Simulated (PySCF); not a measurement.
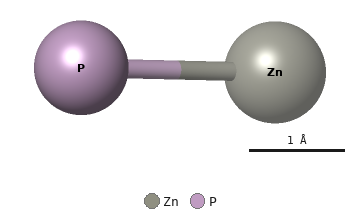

Fig. 1: The structure as given in the input (ball-and-stick view, seen at a tilt). Sticks mark near contacts. Bond lengths as drawn: P–Zn 2.35 Å.

## Run report: ZnP (charge +1), single-point calculation

ZnP, charge +1, multiplicity 3, computed with UKS-pw6b95/def2-svp (PySCF 2.14.0).

Some settings of this run were made unusual or wrong on purpose.

## Output
```
PySCF version 2.14.0

[INPUT] verbose = 4
[INPUT] num. atoms = 2
[INPUT] num. electrons = 44
[INPUT] charge = 1
[INPUT] spin (= nelec alpha-beta = 2S) = 2
[INPUT] symmetry False subgroup None
[INPUT] Mole.unit = angstrom
[INPUT] Symbol           X                Y                Z      unit          X                Y                Z       unit  Magmom
[INPUT]  1 Zn     0.000000000000   0.000000000000   0.000000000000 AA    0.000000000000   0.000000000000   0.000000000000 Bohr   0.0
[INPUT]  2 P      0.000000000000   0.000000000000   2.355000000000 AA    0.000000000000   0.000000000000   4.450305023351 Bohr   0.0

nuclear repulsion = 101.116664507006
number of shells = 19
number of NR pGTOs = 109
number of NR cGTOs = 49
basis = def2-svp
ecp = {}

******** <class 'pyscf.scf.smearing.SmearingUKS'> ********
method = SmearingUKS
initial guess = minao
damping factor = 0
level_shift factor = 0
DIIS = <class 'pyscf.scf.diis.CDIIS'>
diis_start_cycle = 1
diis_space = 8
diis_damp = 0
SCF conv_tol = 1e-09
SCF conv_tol_grad = None
SCF max_cycles = 50
direct_scf = True
direct_scf_tol = 1e-13
number electrons alpha = 23  beta = 21
XC library pyscf.dft.libxc version 7.0.0
    S. Lehtola, C. Steigemann, M. J.T. Oliveira, and M. A.L. Marques.,  SoftwareX 7, 1–5 (2018)
XC functionals = pw6b95
    Y. Zhao and D. G. Truhlar.,  J. Phys. Chem. A 109, 5656 (2005)
radial grids:
    Treutler-Ahlrichs [JCP 102, 346 (1995); DOI:10.1063/1.469408] (M4) radial grids

becke partition: Becke, JCP 88, 2547 (1988); DOI:10.1063/1.454033
pruning grids: <function nwchem_prune>
grids dens level: 3
symmetrized grids: False
atomic radii adjust function: <function treutler_atomic_radii_adjust>
small_rho_cutoff = 0
Set gradient conv threshold to 3.16228e-05
tot grids = 39824
init E= -2121.08016955792
    sigma = 0.2  Optimized mu = -0.195743788116  entropy = 17.3131706201
    Total E(T) = -2118.11068228605  Free energy = -2121.57331641006  E0 = -2119.84199934805
cycle= 1 E= -2118.11068228605  delta_E= 2.97  |g|= 1.96  |ddm|= 2.52
    sigma = 0.2  Optimized mu = -0.698831175951  entropy = 10.4486057258
    Total E(T) = -2117.82918026537  Free energy = -2119.91890141053  E0 = -2118.87404083795
cycle= 2 E= -2117.82918026537  delta_E= 0.282  |g|= 3.96  |ddm|= 2.18
    sigma = 0.2  Optimized mu = -0.626592915674  entropy = 13.3597506501
    Total E(T) = -2120.00969819478  Free energy = -2122.68164832481  E0 = -2121.34567325979
cycle= 3 E= -2120.00969819478  delta_E= -2.18  |g|= 0.461  |ddm|= 1.92
    sigma = 0.2  Optimized mu = -0.574099394147  entropy = 13.2129788883
    Total E(T) = -2120.01106159225  Free energy = -2122.6536573699  E0 = -2121.33235948107
cycle= 4 E= -2120.01106159225  delta_E= -0.00136  |g|= 0.539  |ddm|= 0.501
    sigma = 0.2  Optimized mu = -0.555815111499  entropy = 13.887679748
    Total E(T) = -2119.96617613342  Free energy = -2122.74371208301  E0 = -2121.35494410821
cycle= 5 E= -2119.96617613342  delta_E= 0.0449  |g|= 0.113  |ddm|= 0.194
    sigma = 0.2  Optimized mu = -0.549966813877  entropy = 14.0875945597
    Total E(T) = -2119.93031738486  Free energy = -2122.7478362968  E0 = -2121.33907684083
cycle= 6 E= -2119.93031738486  delta_E= 0.0359  |g|= 0.00439  |ddm|= 0.041
    sigma = 0.2  Optimized mu = -0.549826288229  entropy = 14.0903594595
    Total E(T) = -2119.92976576778  Free energy = -2122.74783765968  E0 = -2121.33880171373
cycle= 7 E= -2119.92976576778  delta_E= 0.000552  |g|= 0.00359  |ddm|= 0.004
    sigma = 0.2  Optimized mu = -0.54984155642  entropy = 14.0863788009
    Total E(T) = -2119.93056596218  Free energy = -2122.74784172236  E0 = -2121.33920384227
cycle= 8 E= -2119.93056596218  delta_E= -0.0008  |g|= 0.00062  |ddm|= 0.00147
    sigma = 0.2  Optimized mu = -0.549860374115  entropy = 14.0855033045
    Total E(T) = -2119.93074118769  Free energy = -2122.7478418486  E0 = -2121.33929151815
cycle= 9 E= -2119.93074118769  delta_E= -0.000175  |g|= 4.8e-05  |ddm|= 0.000249
    sigma = 0.2  Optimized mu = -0.549863547275  entropy = 14.0854139991
    Total E(T) = -2119.93075904952  Free energy = -2122.74784184934  E0 = -2121.33930044943
cycle= 10 E= -2119.93075904952  delta_E= -1.79e-05  |g|= 4.83e-06  |ddm|= 2.19e-05
    sigma = 0.2  Optimized mu = -0.549863519691  entropy = 14.0854216506
    Total E(T) = -2119.93075751923  Free energy = -2122.74784184935  E0 = -2121.33929968429
cycle= 11 E= -2119.93075751923  delta_E= 1.53e-06  |g|= 4.02e-07  |ddm|= 2.26e-06
    sigma = 0.2  Optimized mu = -0.549863483413  entropy = 14.0854215456
    Total E(T) = -2119.93075754023  Free energy = -2122.74784184935  E0 = -2121.33929969479
cycle= 12 E= -2119.93075754023  delta_E= -2.1e-08  |g|= 5.56e-08  |ddm|= 3.99e-07
    sigma = 0.2  Optimized mu = -0.549863481527  entropy = 14.0854216072
    Total E(T) = -2119.93075752791  Free energy = -2122.74784184935  E0 = -2121.33929968863
cycle= 13 E= -2119.93075752791  delta_E= 1.23e-08  |g|= 1.81e-08  |ddm|= 1.4e-08
    sigma = 0.2  Optimized mu = -0.549863479874  entropy = 14.0854216799
    Total E(T) = -2119.93075751337  Free energy = -2122.74784184935  E0 = -2121.33929968136
cycle= 14 E= -2119.93075751337  delta_E= 1.45e-08  |g|= 3.17e-08  |ddm|= 2.37e-08
    sigma = 0.2  Optimized mu = -0.549863481963  entropy = 14.0854215834
    Total E(T) = -2119.93075753267  Free energy = -2122.74784184935  E0 = -2121.33929969101
cycle= 15 E= -2119.93075753267  delta_E= -1.93e-08  |g|= 3.23e-08  |ddm|= 3.13e-08
    sigma = 0.2  Optimized mu = -0.549863480423  entropy = 14.0854215516
    Total E(T) = -2119.93075753904  Free energy = -2122.74784184935  E0 = -2121.33929969419
cycle= 16 E= -2119.93075753904  delta_E= -6.36e-09  |g|= 6.98e-08  |ddm|= 2.81e-08
    sigma = 0.2  Optimized mu = -0.549863480471  entropy = 14.0854216431
    Total E(T) = -2119.93075752072  Free energy = -2122.74784184934  E0 = -2121.33929968503
cycle= 17 E= -2119.93075752072  delta_E= 1.83e-08  |g|= 6.16e-09  |ddm|= 4.51e-08
    sigma = 0.2  Optimized mu = -0.549863480168  entropy = 14.0854216526
    Total E(T) = -2119.93075751883  Free energy = -2122.74784184935  E0 = -2121.33929968409
cycle= 18 E= -2119.93075751883  delta_E= 1.89e-09  |g|= 1.3e-08  |ddm|= 3.53e-09
    sigma = 0.2  Optimized mu = -0.549863478709  entropy = 14.0854216983
    Total E(T) = -2119.9307575097  Free energy = -2122.74784184935  E0 = -2121.33929967952
cycle= 19 E= -2119.9307575097  delta_E= 9.13e-09  |g|= 3.64e-08  |ddm|= 9.64e-09
    sigma = 0.2  Optimized mu = -0.549863480031  entropy = 14.0854216908
    Total E(T) = -2119.9307575112  Free energy = -2122.74784184935  E0 = -2121.33929968028
cycle= 20 E= -2119.9307575112  delta_E= -1.5e-09  |g|= 3.84e-08  |ddm|= 1.24e-08
    sigma = 0.2  Optimized mu = -0.549863481018  entropy = 14.0854216271
    Total E(T) = -2119.93075752392  Free energy = -2122.74784184935  E0 = -2121.33929968663
cycle= 21 E= -2119.93075752392  delta_E= -1.27e-08  |g|= 5.6e-09  |ddm|= 1.63e-08
    sigma = 0.2  Optimized mu = -0.54986348112  entropy = 14.0854216171
    Total E(T) = -2119.93075752593  Free energy = -2122.74784184935  E0 = -2121.33929968764
cycle= 22 E= -2119.93075752593  delta_E= -2.01e-09  |g|= 1.03e-08  |ddm|= 3.25e-09
    sigma = 0.2  Optimized mu = -0.549863480654  entropy = 14.0854216451
    Total E(T) = -2119.93075752032  Free energy = -2122.74784184935  E0 = -2121.33929968483
cycle= 23 E= -2119.93075752032  delta_E= 5.62e-09  |g|= 8.84e-09  |ddm|= 6.78e-09
    sigma = 0.2  Optimized mu = -0.549863480983  entropy = 14.0854216182
    Total E(T) = -2119.9307575257  Free energy = -2122.74784184935  E0 = -2121.33929968753
cycle= 24 E= -2119.9307575257  delta_E= -5.39e-09  |g|= 9.94e-09  |ddm|= 7.82e-09
    sigma = 0.2  Optimized mu = -0.549863481238  entropy = 14.0854215831
    Total E(T) = -2119.93075753272  Free energy = -2122.74784184935  E0 = -2121.33929969103
cycle= 25 E= -2119.93075753272  delta_E= -7.02e-09  |g|= 3.42e-08  |ddm|= 1.2e-08
    sigma = 0.2  Optimized mu = -0.549863480844  entropy = 14.0854216101
    Total E(T) = -2119.93075752732  Free energy = -2122.74784184935  E0 = -2121.33929968833
cycle= 26 E= -2119.93075752732  delta_E= 5.4e-09  |g|= 1.69e-08  |ddm|= 7e-09
    sigma = 0.2  Optimized mu = -0.549863480569  entropy = 14.0854216294
    Total E(T) = -2119.93075752346  Free energy = -2122.74784184935  E0 = -2121.33929968641
cycle= 27 E= -2119.93075752346  delta_E= 3.86e-09  |g|= 4.37e-09  |ddm|= 5.27e-09
    sigma = 0.2  Optimized mu = -0.549863480037  entropy = 14.0854216571
    Total E(T) = -2119.93075751792  Free energy = -2122.74784184935  E0 = -2121.33929968363
cycle= 28 E= -2119.93075751792  delta_E= 5.54e-09  |g|= 1.3e-08  |ddm|= 6.27e-09
    sigma = 0.2  Optimized mu = -0.54986347986  entropy = 14.0854216738
    Total E(T) = -2119.9307575146  Free energy = -2122.74784184935  E0 = -2121.33929968197
cycle= 29 E= -2119.9307575146  delta_E= 3.32e-09  |g|= 2.39e-08  |ddm|= 4.92e-09
    sigma = 0.2  Optimized mu = -0.549863480226  entropy = 14.0854216553
    Total E(T) = -2119.9307575183  Free energy = -2122.74784184935  E0 = -2121.33929968382
cycle= 30 E= -2119.9307575183  delta_E= -3.7e-09  |g|= 1.27e-08  |ddm|= 4.05e-09
    sigma = 0.2  Optimized mu = -0.549863480518  entropy = 14.0854216399
    Total E(T) = -2119.93075752137  Free energy = -2122.74784184935  E0 = -2121.33929968536
cycle= 31 E= -2119.93075752137  delta_E= -3.07e-09  |g|= 3.3e-09  |ddm|= 3.44e-09
    sigma = 0.2  Optimized mu = -0.549863480504  entropy = 14.085421643
    Total E(T) = -2119.93075752075  Free energy = -2122.74784184935  E0 = -2121.33929968505
cycle= 32 E= -2119.93075752075  delta_E= 6.19e-10  |g|= 5.54e-09  |ddm|= 1.11e-09
    sigma = 0.2  Optimized mu = -0.549863480938  entropy = 14.085421606
    Total E(T) = -2119.93075752814  Free energy = -2122.74784184935  E0 = -2121.33929968874
```

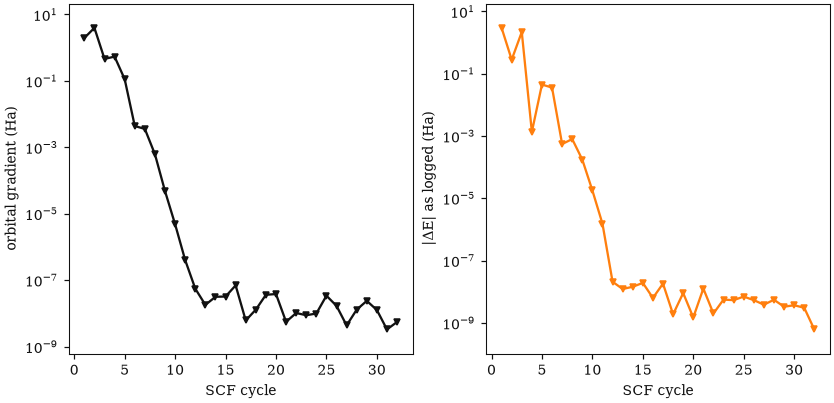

Fig. 2: Convergence of the self-consistent field: orbital gradient and size of the energy change against the SCF cycle. The residual saws up and down around 1.5 × 10⁻⁸ from about step 12 to 32 before it settles.

```
Extra cycle  E= -2119.93075752814  delta_E= -7.39e-09  |g|= 1.9e-08  |ddm|= 1.06e-08
converged SCF energy = -2119.93075752814  <S^2> = -7.1054274e-15  2S+1 = 1

WARN: System has nonzero charge 1; the dipole moment is origin-dependent.
Location of origin: [0. 0. 0.]

Dipole moment(X, Y, Z, Debye): -0.00000,  0.00000,  6.44189
orbital energies (hartree): [array([-0.5929, -0.4874, -0.4874, -0.4281, -0.2594, -0.2594]), array([-1.0481, -0.8744, -0.5929, -0.4874, -0.4874, -0.4281])]
```

This output came from the following input.

## The input
```python
from pyscf import gto, dft, scf

mol = gto.M(
    atom='Zn 0 0 0; P 0 0 2.355',
    basis='def2-svp',
    charge=1,
    spin=2,
    verbose=4,
)
mf = dft.UKS(mol, xc='pw6b95')
mf = scf.addons.smearing_(mf, sigma=0.2, method='fermi')
mf.kernel()
mf.dip_moment()
print('orbital energies (hartree):', [e[max(0, n-3):n+3].round(4) for e, n in zip(mf.mo_energy, mol.nelec)])
```

Launch command:
```bash
OMP_NUM_THREADS=1 python input.py
```

## Outcome

| quantity | value |
| --- | --- |
| outcome | converged |
| SCF energy | −2119.930758 hartree |
| hardware | 1 CPU thread, shared host |
| wall time | 23 s |

## Diagnosis

Some settings of this run were drawn to be unusual or wrong. It converged; results that depend on the unusual settings are not reference values.
